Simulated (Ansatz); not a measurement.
**CH$_{3}$In···H$_{2}$: density, localisation and related maps**

The calculation's input:

```
crystal:
  periodic: [false, false, false]
  atoms:
    - {symbol: In, position_ang: [-1.776407, -0.637582, 0.411666]}
    - {symbol: H, position_ang: [0.654185, -1.225071, -1.548826]}
    - {symbol: H, position_ang: [0.298825, -1.790536, -1.885573]}
    - {symbol: C, position_ang: [-0.024512, 0.729040, 0.711938]}
    - {symbol: H, position_ang: [-0.230573, 1.441779, 1.518412]}
    - {symbol: H, position_ang: [0.880583, 0.174509, 0.983894]}
    - {symbol: H, position_ang: [0.197999, 1.307961, -0.191411]}
basis:
  gaussian: {orbitals: def2-TZVPP}
hamiltonian: {xc: pbe0, dispersion: d4}
output: {orbitals: {seedname: orbitals}}
```

Run with:

```sh
ansatz run in.yaml --threads 2 --pin off --events-out ev --progress --plain --max-ram 4352MiB
```

The product side of a reaction path; geometry: PBE0-D4/def2-TZVP; core potentials replace the inner electrons of In.

The calculation used Ansatz, RKS PBE0-D4/def2-TZVPP.

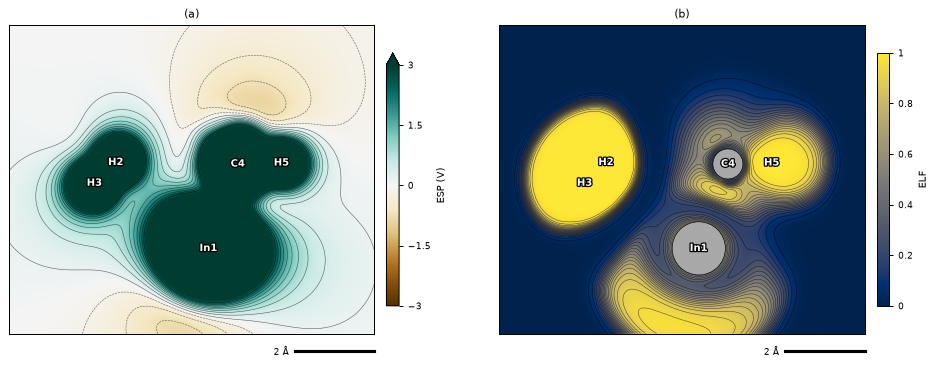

Figure 1. (a) molecular electrostatic potential; (b) ELF on the plane of atoms In1, C4 and H5. Grey discs cover the atomic cores in the ELF map.

Read the bonding off the picture.

- The plane passes through In, H and C nuclei.
- In1···H2 (3.18 Å): the ELF dips to about 0 between them (a weak contact between the two molecules).
- C–In (2.24 Å): the ELF peaks at about 0.90 in the valence shell of C, 0.7 Å from its nucleus, and drops to about 0.20 between the two atoms.
- H–H (0.75 Å): the ELF is about 1 at the midpoint.
- C–H (1.10 Å): the ELF climbs to about 1 towards the hydrogen, as it does in any bond to H (an ordinary covalent bond to hydrogen).
- Outside the dense part of the complex the potential is most negative (−0.9 V) near C4.

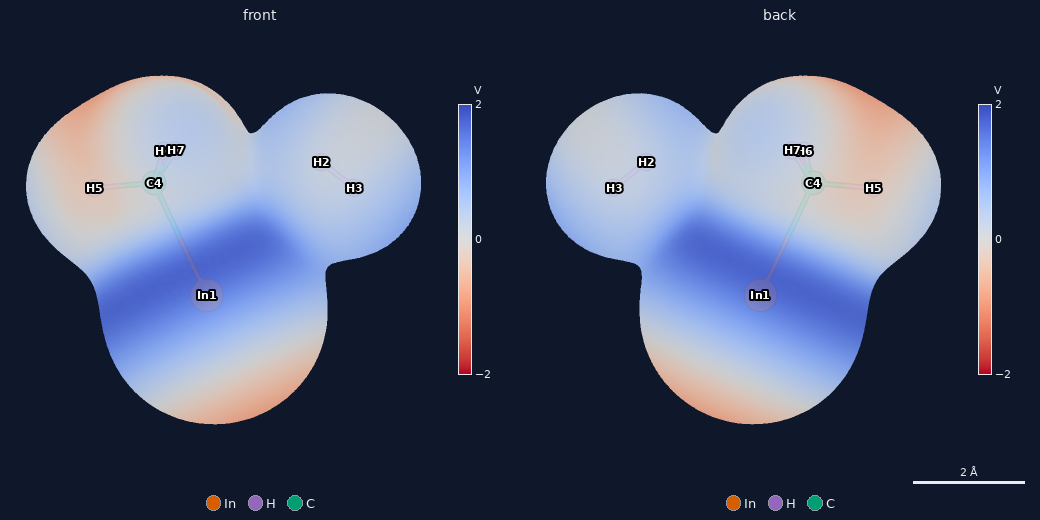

Figure 2. The molecular electrostatic potential painted on the density surface at 0.002 e/bohr³, seen from the front and from behind; red is negative and blue positive.

Which sites attract a positive test charge, and which a negative one?

A positive charge is drawn to the negative regions and a negative charge to the positive ones. The most negative region (about −0.8 V, or −18 kcal/mol for a unit charge) lies over C4, the most positive (about +1.7 V, or +39 kcal/mol for a unit charge) over In1.

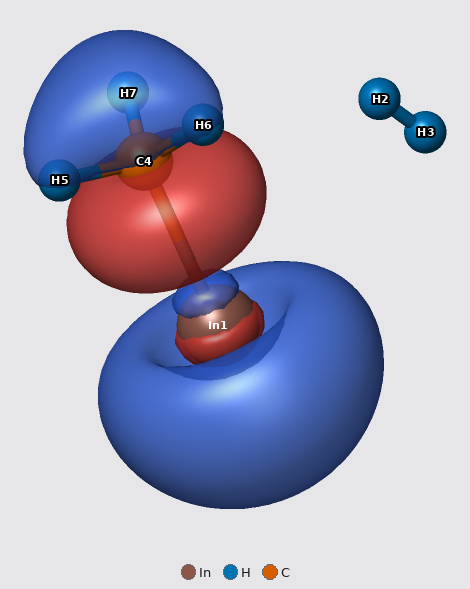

Figure 3. One frontier orbital at ±0.1 Å⁻³ᐟ² (blue and red are the two phases), seen at a tilt.

Which orbital is it: HOMO or LUMO?

The HOMO, at −5.37 eV. It lies mainly on In1 (about 60 %) and C4 (about 30 %).

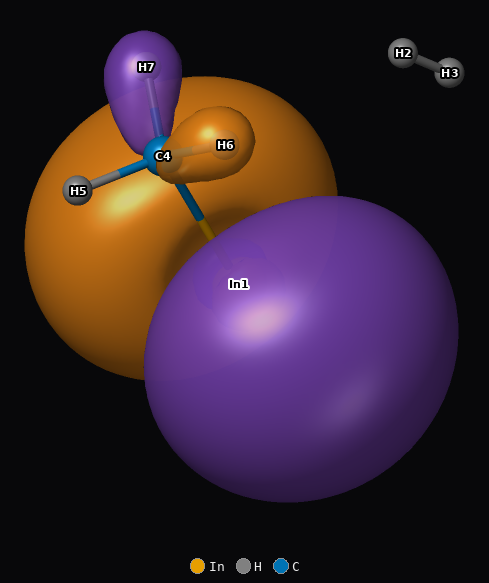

Figure 4. The LUMO at ±0.08 Å⁻³ᐟ² (orange and purple are the two phases), seen at a tilt.

Where does this orbital lie, and at what energy?

By Hirshfeld shares it lies mainly on In1 (about 90 %). Its energy is −1.43 eV.
